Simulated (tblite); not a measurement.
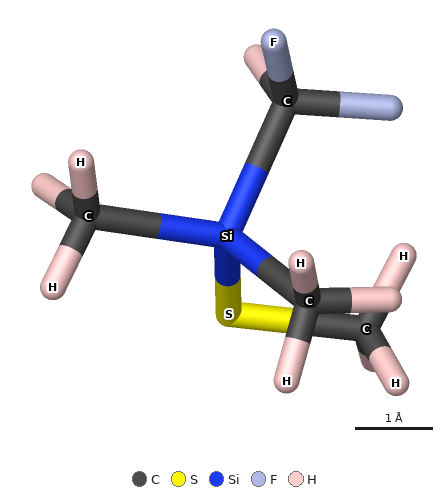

**Figure 1.** The structure (stick view, seen at a tilt). Bond lengths as drawn: C–F 1.36 to 1.37 Å, C–H 1.08 to 1.10 Å, C–S 1.83 Å, C–Si 1.89 to 1.96 Å and S–Si 2.16 Å.

# Relaxed scan, with input and output: C$_{4}$H$_{10}$F$_{2}$SSi

System: C$_{4}$H$_{10}$F$_{2}$SSi.
Method: GFN2-xTB relaxed scan under a harmonic restraint, gas phase (tblite 0.8.0).

### Input
```
{"job": {"xc": "GFN2-xTB", "basis": "xTB", "coordinate": [["t", [1, 2, 5, 6], 0.1111111111111111], ["t", [1, 2, 5, 7], 0.1111111111111111], ["t", [1, 2, 5, 17], 0.1111111111111111], ["t", [3, 2, 5, 6], 0.1111111111111111], ["t", [3, 2, 5, 7], 0.1111111111111111], ["t", [3, 2, 5, 17], 0.1111111111111111], ["t", [4, 2, 5, 6], 0.1111111111111111], ["t", [4, 2, 5, 7], 0.1111111111111111], ["t", [4, 2, 5, 17], 0.1111111111111111]], "kind": "drive"}, "charge": 0, "multiplicity": 1}
C      1.083993    -2.438901    -0.110255
S      0.894020    -1.159380    -1.397664
Si    -0.175428     0.383268    -0.326178
C     -0.483566     1.797970    -1.544864
C     -1.710536    -0.273520     0.581532
C      1.024027     1.064744     1.059883
F      0.495008     2.178521     1.639557
F      1.169352     0.155526     2.069305
H      1.540269    -2.011746     0.775568
H      1.730603    -3.201256    -0.530891
H      0.113201    -2.863326     0.122403
H     -0.811850     2.692290    -1.024934
H      0.415133     2.042791    -2.103411
H     -1.250133     1.525725    -2.262586
H     -1.435728    -0.971445     1.369450
H     -2.259844     0.541022     1.045794
H     -2.384709    -0.785100    -0.100325
H      2.037428     1.329135     0.725958
```

The first line tells a small driver script what to run in tblite; the rest is the geometry in Å.

Command:
```bash
OMP_NUM_THREADS=1 python <driver script> task.json out
```

### Log
```
point  coordinate     E/eV
  0     36.200     -764.73834
  1     21.200     -764.72080
  2      6.200     -764.70364
  3     -8.800     -764.69014
  4    -23.900     -764.68495
  5    -38.900     -764.68102
  6    -53.900     -764.67781
  7    -68.800     -764.66673
```

### Results in brief

```tsv
quantity	value
outcome	converged
hardware	1 CPU thread, shared host
wall time	1.7 s
peak memory	0.19 GiB
```
